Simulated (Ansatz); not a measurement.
**F2H2OSn: density, localisation and related maps**

```xyz
6

O    -0.2167    1.1737   -1.0103
Sn    0.0881   -0.0892    0.4493
F     1.6047   -1.1815   -0.0155
F    -1.3587   -1.3605    0.4372
H    -0.3528    0.7347   -1.8596
H     0.2774    0.6586    1.9529
```

Core potentials replace the inner electrons of Sn.

Method: Ansatz, RKS PBE0-D4/def2-SVP.

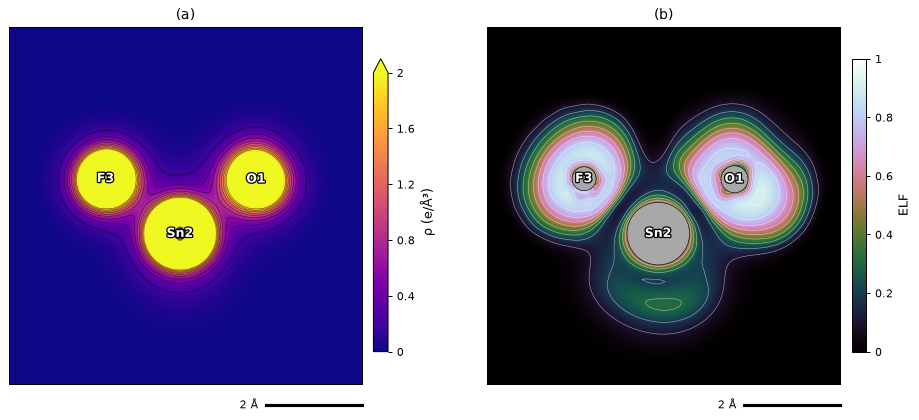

Figure 1. (a) electron density; (b) ELF on the plane of atoms O1, Sn2 and F3. Grey discs cover the atomic cores in the ELF map.

Question: What do the fields say about this system?

Answer: The plane passes through O, Sn and F nuclei. Sn–F (1.93 Å): ρ at the midpoint is about 0.74 e/Å³; the ELF peaks at about 0.85 in the valence shell of F, 0.5 Å from its nucleus, and drops to about 0.10 between the two atoms. Sn–O (1.95 Å): the density is about 0.77 e/Å³ at the midpoint; the ELF peaks at about 0.85 in the valence shell of O, 0.6 Å from its nucleus, and drops to about 0.15 between the two atoms. The ELF also peaks beside O1 and F3, away from the bonds: lone-pair regions.

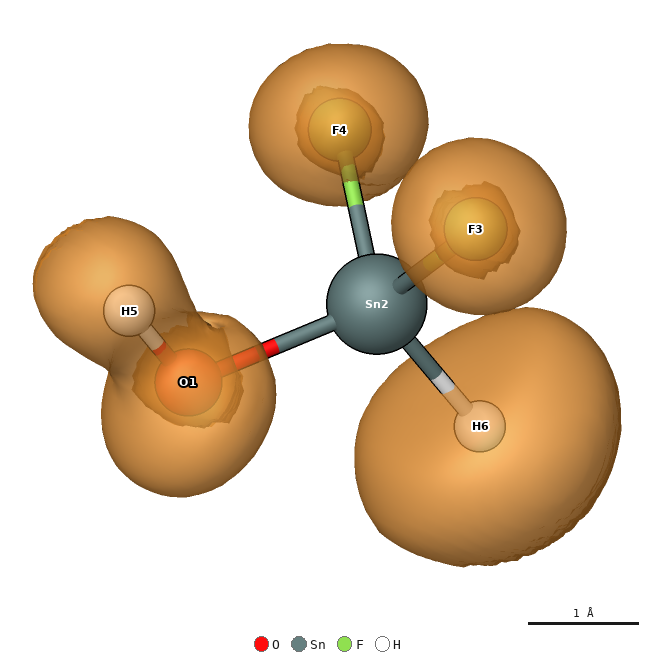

Figure 2. Isosurface of the electron localisation function at 0.75 (orange), seen at a tilt. Core shells and regions of very low density are left out.

Question: Identify the bonds, lone pairs and shells in this picture.

Answer: The surface consists of one region around a hydrogen nucleus, two regions wrapped around F (the valence shell of each) and one joined region spread over several atoms (H, O), in which their bonds and any lone pairs are merged.

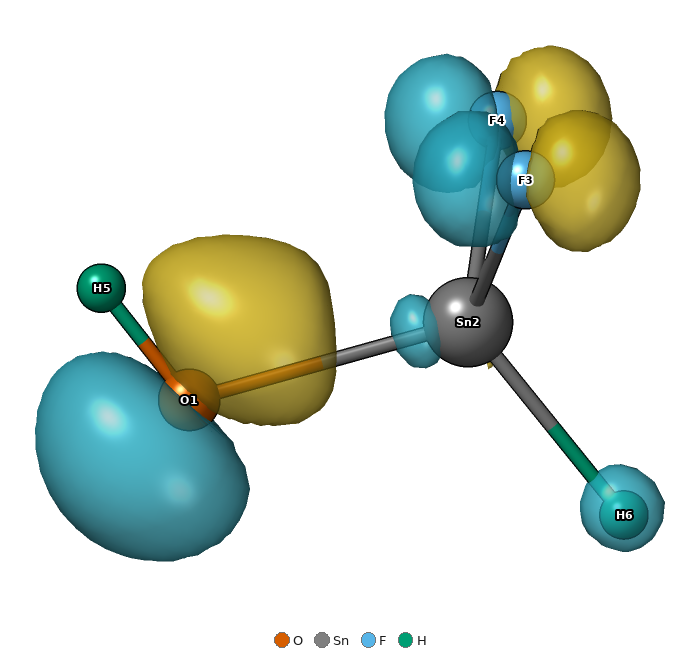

Figure 3. The HOMO−1 at ±0.2 Å⁻³ᐟ² (yellow and cyan are the two phases), seen at a tilt.

Question: What is the character of this orbital?

Answer: Its weight (Hirshfeld) is mainly on O1 (about 55 %), F3 (about 15 %), F4 (about 15 %) and Sn2 (about 10 %). Its energy is −10.01 eV.
